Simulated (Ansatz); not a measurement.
# One shape, several levels: singlet OF−

We compute a comparison of 6 runs (HF/STO-3G, B3LYP/STO-3G, BLYP/STO-3G, HSE06/STO-3G, revPBE/STO-3G, wB97X/STO-3G) of singlet OF−. 

The results are computed with Ansatz 0.2.0.

48 further runs of the same task are left out: 7 that didn't finish, 41 set aside as unsound or not needed.

## Step 1: The system as given

The species is OF− (2 atoms), meant as a singlet with charge -1. As SMILES of the parent species, `[O]F`. The coordinates come from a PBE0-D4/def2-TZVP relaxation. That shape belongs to the parent species and isn't relaxed for this state.

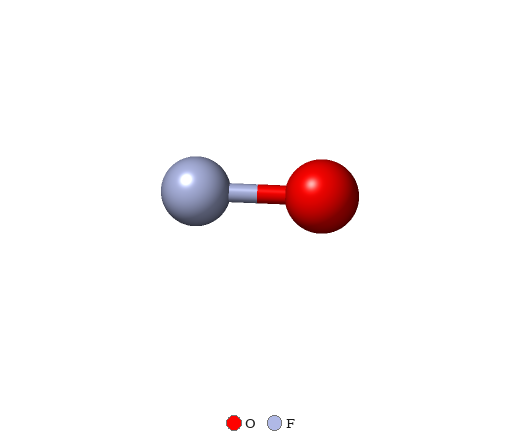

Viewed from a chosen angle; oxygen red, fluorine light blue.

## Step 2: The energy at HF/STO-3G (run 1)

File job.yaml:

```yaml
crystal:
  periodic: [false, false, false]
  atoms:
    - {symbol: O, position_ang: [0.000000, 0.000000, -0.015950]}
    - {symbol: F, position_ang: [-0.000000, -0.000000, 1.314400]}
basis:
  gaussian:
    orbitals: STO-3G
total_charge: -1
hamiltonian:
  xc: hf
accuracy: high
```

Started as:

```bash
$ ansatz run job.yaml --threads 1 --pin off --max-ram 3480MiB --events-out events.jsonl --progress --plain --runs-dir runs
```

Output:

```text
Warning: RAYON_NUM_THREADS=1 ignored (pool sized by the plan → 1); use --threads N
Functional definition: HF
  name "HF"
  exchange = exact_x
  correlation = 0
149 factors; integrals over basis functions are off by at most 3.2e-8 eV
mean field evaluation 1: about -4666.8699 eV, gradient 1.7e1 eV
mean field evaluation 2: about -4666.9864 eV, gradient 1.7e1 eV
mean field evaluation 4: about -4668.0235 eV, gradient 2.7e-1 eV
mean field evaluation 8: about -4668.0213 eV, gradient 4.8e-10 eV
mean field -4668.02134421 eV, -171.5466203010 hartree, gradient 3.1e-9 eV, S^2 0.000000; 0 other end points of the search recorded, 0 dependent functions left out
reference -4668.02134421 eV, -171.5466203010 hartree; 9, 9 occupied and 1, 1 virtual orbitals, 149 factors
Total energy: -4668.02134421 eV, -171.5466203010 hartree
```

It took 0.04 s on 1 thread of Intel Xeon 6975P-C (Granite Rapids), shared host.

## Step 3: The energy at B3LYP/STO-3G (run 2)

Changes to job.yaml since step 2:

```diff
@@ -8,5 +8,5 @@
     orbitals: STO-3G
+accuracy: high
 total_charge: -1
 hamiltonian:
-  xc: hf
-accuracy: high
+  xc: {name: B3LYP}
```

Started as:

```bash
$ ansatz run job.yaml --threads 1 --pin off --max-ram 3480MiB --events-out events.jsonl --progress --plain --runs-dir runs
```

Output:

```text
Warning: RAYON_NUM_THREADS=1 ignored (pool sized by the plan → 1); use --threads N
Functional definition: B3LYP
  name "B3LYP"
  parameter a0 = 0.2
  parameter ax = 0.72
  parameter ac = 0.81
  exchange = (1 - a0 - ax)*slater_x + ax*b88_x + a0*exact_x
  correlation = (1 - ac)*vwn_rpa_c + ac*lyp_c
149 factors; integrals over basis functions are off by at most 3.2e-8 eV
mean field evaluation 1: about -4683.4966 eV, gradient 2.6e1 eV
mean field evaluation 2: about -4684.4979 eV, gradient 1.8e1 eV
mean field evaluation 4: about -4685.7287 eV, gradient 1.3e-2 eV
mean field evaluation 8: about -4685.7342 eV, gradient 1.2e-5 eV
mean field -4685.73422953 eV, -172.1975568306 hartree, gradient 1.0e-8 eV, S^2 0.000000; 0 other end points of the search recorded, 0 dependent functions left out
reference -4685.73424043 eV, -172.1975572309 hartree; 9, 9 occupied and 1, 1 virtual orbitals, 149 factors
Total energy: -4685.73424043 eV, -172.1975572309 hartree
```

Run time: 0.28 s. Hardware: 1 thread of Intel Xeon 6975P-C (Granite Rapids), shared host.

Runs 3 to 4 aren't shown in full; the table further down has their settings and results.

## Step 4: The energy at revPBE/STO-3G (run 5)

File input.yaml:

```yaml
crystal:
  periodic: [false, false, false]
  atoms:
    - {symbol: O, position_ang: [0.000000, 0.000000, -0.015950]}
    - {symbol: F, position_ang: [-0.000000, -0.000000, 1.314400]}
basis:
  gaussian:
    orbitals: STO-3G
total_charge: -1
hamiltonian:
  xc: {name: revPBE}
accuracy: high
```

Started as:

```bash
$ ansatz run input.yaml --threads 1 --pin off --max-ram 3480MiB --events-out events.jsonl --progress --plain --runs-dir runs
```

Output:

```text
Warning: RAYON_NUM_THREADS=1 ignored (pool sized by the plan → 1); use --threads N
Functional definition: revPBE
  name "revPBE"
  parameter kappa = 1.245
  parameter beta = 0.06672455060314922
  exchange = pbe_x(kappa = kappa, mu = beta*pi^2/3)
  correlation = pbe_c(beta = beta)
149 factors; integrals over basis functions are off by at most 3.2e-8 eV
mean field evaluation 1: about -4681.5674 eV, gradient 3.0e1 eV
mean field evaluation 2: about -4681.2223 eV, gradient 2.8e1 eV
mean field evaluation 4: about -4684.4980 eV, gradient 2.1e-1 eV
mean field evaluation 8: about -4684.4725 eV, gradient 1.0e-2 eV
mean field -4684.47252209 eV, -172.1511899373 hartree, gradient 1.5e-8 eV, S^2 0.000000; 0 other end points of the search recorded, 0 dependent functions left out
reference -4684.47252270 eV, -172.1511899597 hartree; 9, 9 occupied and 1, 1 virtual orbitals, 149 factors
Total energy: -4684.47252270 eV, -172.1511899597 hartree
```

It took 0.18 s on 1 thread of Intel Xeon 6975P-C (Granite Rapids), shared host.

## Step 5: A single-point energy at wB97X/STO-3G (run 6)

Changes to input.yaml since step 4:

```diff
@@ -10,3 +10,3 @@
 hamiltonian:
-  xc: {name: revPBE}
+  xc: {name: wB97X}
 accuracy: high
```

Started as:

```bash
$ ansatz run input.yaml --threads 1 --pin off --max-ram 3480MiB --events-out events.jsonl --progress --plain --runs-dir runs
```

Output, shortened:

```text
Warning: RAYON_NUM_THREADS=1 ignored (pool sized by the plan → 1); use --threads N
Functional definition: wB97X
  name "wB97X"
[...]
      + exact_x_lr(omega)
[...]
      + integral(e_c_pw_opposite_spin*poly(b97_u_opposite, 1, cos1, cos2, cos3, cos4))
149 factors; integrals over basis functions are off by at most 3.2e-8 eV
77 factors; integrals over basis functions are off by at most 1.2e-9 eV
[...]
mean field -4685.65823238 eV, -172.1947639867 hartree, gradient 1.9e-8 eV, S^2 0.000000; 0 other end points of the search recorded, 0 dependent functions left out
reference -4685.65823200 eV, -172.1947639727 hartree; 9, 9 occupied and 1, 1 virtual orbitals, 149 factors
Total energy: -4685.65823200 eV, -172.1947639727 hartree
```

Wall time 0.76 s (1 thread of Intel Xeon 6975P-C (Granite Rapids), shared host); peak memory 0.15 GiB.

## Step 6: All runs side by side

```
run          level  energy (Eh)  wall time
  1      HF/STO-3G  -171.546620     0.04 s
  2   B3LYP/STO-3G  -172.197557     0.28 s
  3    BLYP/STO-3G  -172.136958     0.22 s
  4   HSE06/STO-3G  -172.061117     0.34 s
  5  revPBE/STO-3G  -172.151190     0.18 s
  6   wB97X/STO-3G  -172.194764     0.76 s
```

## Step 7: What came out

```
           quantity          value
run 6: total energy  -172.19476 Eh
```

**Reading.** Totals of different functionals can't be ranked against each other. In runs 1, 2, 3, 4, 5, 6 the basis is minimal, so the values are rough. All runs together took 1.8 s, the longest 0.76 s.
